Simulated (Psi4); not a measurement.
# CSF3 (SMILES FC(F)(F)[S]) at UDSD-PBEP86/def2-SVPD

Aim: the vertical doublet–quartet gap of CSF3 at UDSD-PBEP86/def2-SVPD, from 2 runs. 

The calculation is run with Psi4 1.11.

2 further runs of the same task are left out: 2 set aside as unsound or not needed.

## (1) Starting point

CSF3 has 5 atoms, charge 0, and is taken as a doublet. SMILES: `FC(F)(F)[S]`. The coordinates come from a PBE0-D4/def2-TZVP relaxation.

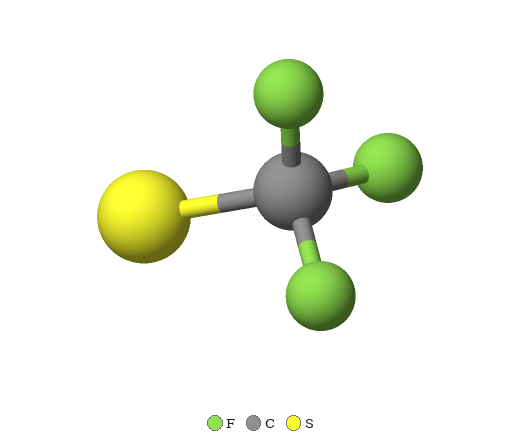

The structure, seen from a chosen angle (fluorine green, carbon grey, sulfur yellow).

## (2) A single-point energy at UDSD-PBEP86/def2-SVPD

Input file cf3s.json:

```json
{
 "schema_name": "qcschema_input",
 "schema_version": 1,
 "molecule": {
  "schema_name": "qcschema_molecule",
  "schema_version": 2,
  "symbols": ["F", "C", "F", "F", "S"],
  "geometry": [0.46865208, 0.19842124, 2.51730417, 0.03193637, -0.14569788, 0.06462863, -2.30357615, -1.0550341, -0.20635809, 1.65842365, -1.88745845, -0.73888291, 0.23886138, 2.75049637, -1.71492646],
  "molecular_charge": 0,
  "molecular_multiplicity": 2,
  "fix_symmetry": "c1"
 },
 "driver": "energy",
 "model": {
  "method": "dsd-pbep86",
  "basis": "def2-SVPD"
 },
 "keywords": {
  "reference": "uks",
  "puream": true,
  "e_convergence": 1e-09,
  "d_convergence": 1e-08,
  "scf_type": "pk",
  "dft_radial_points": 99,
  "dft_spherical_points": 590,
  "num_frozen_docc": 9,
  "maxiter": 200
 }
}
```

Run with:

```console
psi4 --qcschema cf3s.json -n 1 --memory 1600MB
```

stdout:

```text
[...]
                   'protocols': {'error_correction': {'default_policy': True, 'policies': None},
                                 'native_files': 'none',
[...]
  Running in c1 symmetry.
[...]
  Nuclear repulsion =  240.340356672853972
[...]
  Multiplicity = 2
[...]
  Nalpha       = 25
  Nbeta        = 24
[...]
    Number of basis functions: 116
[...]
   @UKS iter   1:  -734.02103106088373   -2.82163e-01   4.48460e-03 DIIS/ADIIS
[...]
   @UKS iter  13:  -734.12868031917662   -2.91038e-11   6.91428e-09 DIIS
[...]
   @S^2 Observed:                7.581918560E-01
[...]
    Orbital Energies [Eh]
    ---------------------
    Alpha Occupied:
       1A    -90.921068     2A    -25.808582     3A    -25.802607
       4A    -25.802589     5A    -11.182130     6A     -8.681485
       7A     -6.473747     8A     -6.459173     9A     -6.453237
      10A     -1.608476    11A     -1.511215    12A     -1.505432
      13A     -1.001361    14A     -0.869364    15A     -0.785411
      16A     -0.781472    17A     -0.723901    18A     -0.664091
      19A     -0.660111    20A     -0.621344    21A     -0.617055
      22A     -0.597312    23A     -0.510051    24A     -0.453853
      25A     -0.396329
    Alpha Virtual:
[...]
  @UKS Final Energy:  -734.12868031917662
   => Energetics <=
    Nuclear Repulsion Energy =            240.3403566728539715
    One-Electron Energy =               -1495.1873612000861158
    Two-Electron Energy =                 538.4358745576530509
    DFT Exchange-Correlation Energy =     -17.7175503495974915
    Empirical Dispersion Energy =           0.0000000000000000
    VV10 Nonlocal Energy =                  0.0000000000000000
    Total Energy =                       -734.1286803191766239
[...]
 Multipole Moments:
 ------------------------------------------------------------------------------------
     Multipole            Electronic (a.u.)      Nuclear  (a.u.)        Total (a.u.)
 ------------------------------------------------------------------------------------
 L = 1.  Multiply by 2.5417464519 to convert [e a0] to [Debye]
 Dipole X            :         -0.1127504            0.1600216            0.0472711
 Dipole Y            :         -1.5399549            1.9087071            0.3687521
 Dipole Z            :          0.9452513           -1.1641422           -0.2188909
 Magnitude           :                                                    0.4314231
[...]
```

The result, in JSON:

```text
{
 "driver": "energy",
 "model": {
  "method": "dsd-pbep86",
  "basis": "def2-SVPD"
 },
 "success": true,
 "return_result": -734.5577414047613,
 "properties": {
  "calcinfo_nbasis": 116,
  "calcinfo_nmo": 116,
  "calcinfo_nalpha": 25,
  "calcinfo_nbeta": 24,
  "calcinfo_natom": 5,
  "nuclear_repulsion_energy": 240.34035667285397,
  "return_energy": -734.5577414047613,
  "scf_one_electron_energy": -1495.1873612000861,
  "scf_two_electron_energy": 538.435874557653,
  "scf_xc_energy": -17.71755034959749,
  "scf_dipole_moment": [0.047271142277275136, 0.3687521088757144, -0.21889092402194654],
  "scf_total_energy": -734.1286803191766,
  "scf_iterations": 13
 }
}
```

It took 25 s on 1 thread of Intel Xeon Platinum 8488C (Sapphire Rapids), shared host; peak memory 0.67 GiB.

## (3) The quartet, same level

Input file cf3s.xyz:

```xyz
5
CF3S
F      0.248000     0.105000     1.332100
C      0.016900    -0.077100     0.034200
F     -1.219000    -0.558300    -0.109200
F      0.877600    -0.998800    -0.391000
S      0.126400     1.455500    -0.907500
```

Input file run_ase.py:

```python
import numpy as np
from ase.calculators.psi4 import Psi4
from ase.io import read

a = read('cf3s.xyz')
calc = Psi4(atoms=a, method='dsd-pbep86', basis='def2-SVPD', memory='1600MB', num_threads=1, charge=0, multiplicity=4, label='calc', reference='uks')
calc.psi4.set_options({'puream': True, 'e_convergence': 1e-09, 'd_convergence': 1e-08, 'scf_type': 'pk', 'dft_radial_points': 99, 'dft_spherical_points': 590, 'num_frozen_docc': 9, 'maxiter': 200})
a.calc = calc

print(f'energy: {a.get_potential_energy():.6f} eV')
```

Run with:

```console
python run_ase.py
```

calc.dat:

```text
[...]
  Running in c1 symmetry.
[...]
  Nuclear repulsion =  240.340356560442814
[...]
  Multiplicity = 4
[...]
  Nalpha       = 26
  Nbeta        = 23
[...]
    Number of basis functions: 116
[...]
   @UKS iter   1:  -733.83680338420777   -9.79353e-02   3.97535e-03 DIIS/ADIIS
[...]
   @UKS iter  16:  -733.93055883952900   -1.01181e-11   5.13565e-09 DIIS
[...]
   @S^2 Observed:                3.755610008E+00
[...]
    Orbital Energies [Eh]
    ---------------------
    Alpha Occupied:
       1A    -90.997477     2A    -25.794003     3A    -25.791881
       4A    -25.791865     5A    -11.103416     6A     -8.750892
       7A     -6.538913     8A     -6.538899     9A     -6.524572
      10A     -1.595245    11A     -1.497151    12A     -1.494248
      13A     -1.060074    14A     -0.873113    15A     -0.771654
      16A     -0.770193    17A     -0.749757    18A     -0.656034
      19A     -0.652740    20A     -0.611615    21A     -0.609813
      22A     -0.586941    23A     -0.550980    24A     -0.507458
      25A     -0.505485    26A     -0.175066
    Alpha Virtual:
[...]
  @UKS Final Energy:  -733.93055883952900
   => Energetics <=
    Nuclear Repulsion Energy =            240.3403565604428138
    One-Electron Energy =               -1494.6627677373603547
    Two-Electron Energy =                 538.1211650808374998
    DFT Exchange-Correlation Energy =     -17.7293127434489506
    Empirical Dispersion Energy =           0.0000000000000000
    VV10 Nonlocal Energy =                  0.0000000000000000
    Total Energy =                       -733.9305588395289988
[...]
 Multipole Moments:
 ------------------------------------------------------------------------------------
     Multipole            Electronic (a.u.)      Nuclear  (a.u.)        Total (a.u.)
 ------------------------------------------------------------------------------------
 L = 1.  Multiply by 2.5417464519 to convert [e a0] to [Debye]
 Dipole X            :         -0.1171063            0.1600216            0.0429153
 Dipole Y            :         -1.6273732            1.9087071            0.2813339
 Dipole Z            :          0.9996508           -1.1641422           -0.1644914
 Magnitude           :                                                    0.3287064
[...]
```

Standard output:

```text
Memory set to   1.490 GiB by Python driver.
  Threads set to 1 by Python driver.

  Memory set to   1.490 GiB by Python driver.
  Threads set to 1 by Python driver.
energy: -19982.676049 eV
```

Wall time 29 s (1 thread of Intel Xeon Platinum 8488C (Sapphire Rapids), shared host); peak memory 0.68 GiB.

## (4) What came out

Level: UDSD-PBEP86/def2-SVPD, 9 core orbitals frozen.

| quantity | value |
| --- | --- |
| doublet: total energy | -734.55774 Eh |
| doublet: HOMO energy (SCF part's orbitals) (highest over α and β) | -10.24 eV |
| doublet: LUMO energy (SCF part's orbitals) (lowest over α and β) | -2.63 eV |
| doublet: ⟨S²⟩ | 0.758 |
| quartet: total energy | -734.34981 Eh |
| quartet: HOMO energy (SCF part's orbitals) (highest over α and β) | -4.76 eV |
| quartet: LUMO energy (SCF part's orbitals) (lowest over α and β) | -3.05 eV |
| quartet: ⟨S²⟩ | 3.756 |
| vertical energy of the quartet above the doublet | 5.658 eV |

**Reading.** At this shape the quartet lies 5.66 eV (130 kcal/mol) above the doublet.
